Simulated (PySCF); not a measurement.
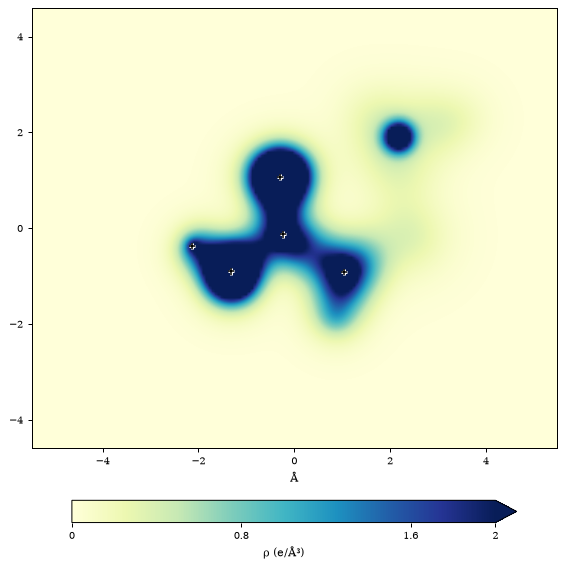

The total electron density on a plane through atoms (crosses mark nuclei in the plane).

Computed with PBE0/pcSseg-1, SCF density, gas phase, non-relativistic (PySCF).

Candidates:
A. C7H8
B. C5H12N2 (SMILES CCC/C=N/NC)
C. C2H6O2SSi (SMILES O=C(O)CS[SiH3])

**Which candidate gave the map?**

Candidate C: C2H6O2SSi on the plane of atoms O3, C2 and C4, which holds O, C and H. C–O (1.21 Å): the density is about 3.3 e/Å³ at the midpoint. C–C (1.50 Å): ρ at the midpoint is about 1.8 e/Å³.
